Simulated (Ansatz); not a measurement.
## InF (SMILES [F][In]): the energy, rung by rung

InF has 2 atoms, charge 0, and is taken as a singlet. SMILES: `[F][In]`. The shape comes from GFN2-xTB, which is rough for such elements, and wasn't checked as a minimum.

```xyz
2

F     0.0000    0.0000    0.0000
In    0.0000    0.0000    2.0255
```

Each level gives the energy change with the F1–In2 bond stretched from 2.025 to 2.532 Å (eV). The values are calculated.

```json
{"level": "BLYP/STO-3G (restricted)", "kind": "GGA", "program": "Ansatz", "value (eV)": "2.25", "less FCI/STO-3G": "+0.19", "CPU time (all runs)": "2.3 s"}
{"level": "revPBE/STO-3G (restricted)", "kind": "GGA", "program": "Ansatz", "value (eV)": "2.16", "less FCI/STO-3G": "+0.10", "CPU time (all runs)": "2.3 s"}
{"level": "B3LYP/STO-3G (restricted)", "kind": "global hybrid", "program": "Ansatz", "value (eV)": "2.42", "less FCI/STO-3G": "+0.36", "CPU time (all runs)": "2.3 s"}
{"level": "BHLYP/STO-3G (restricted)", "kind": "global hybrid", "program": "Ansatz", "value (eV)": "2.57", "less FCI/STO-3G": "+0.51", "CPU time (all runs)": "2.3 s"}
{"level": "HSE06/STO-3G (restricted)", "kind": "range-separated hybrid", "program": "Ansatz", "value (eV)": "2.42", "less FCI/STO-3G": "+0.36", "CPU time (all runs)": "2.9 s"}
{"level": "wB97M-V/STO-3G (restricted)", "kind": "range-separated hybrid", "program": "Ansatz", "value (eV)": "2.61", "less FCI/STO-3G": "+0.55", "CPU time (all runs)": "23 s"}
{"level": "BCCD(T)/STO-3G (restricted)", "kind": "coupled cluster or CI", "program": "Ansatz", "value (eV)": "2.21", "less FCI/STO-3G": "+0.15", "CPU time (all runs)": "1.1 s"}
{"level": "CCSDT(Q)/STO-3G (restricted)", "kind": "coupled cluster or CI", "program": "Ansatz", "value (eV)": "2.03", "less FCI/STO-3G": "-0.03", "CPU time (all runs)": "1.8 s"}
{"level": "FCI/STO-3G", "kind": "exact in the basis", "program": "Ansatz", "value (eV)": "2.06", "less FCI/STO-3G": "0.00", "CPU time (all runs)": "1.9 s"}
```

FCI/STO-3G is exact within its basis and frozen core, so for wave-function methods in that basis the difference is their error; functionals converge differently with the basis, so for them it is only a difference. All-electron rows without a relativistic Hamiltonian named are non-relativistic. The first shape isn't each level's own minimum. The values span 2.03 to 2.61 eV. All rows use very small basis sets, so even the best lies far from the true value. In the correlated wave-function rows the outer d shell of In is correlated, in sets not made for it. Times are those of the runs behind each value, whatever else they computed, on shared processors of several kinds: orders of magnitude only.

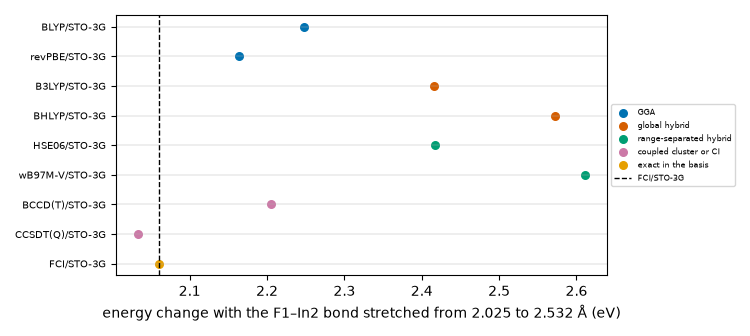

The values of the table, level by level.
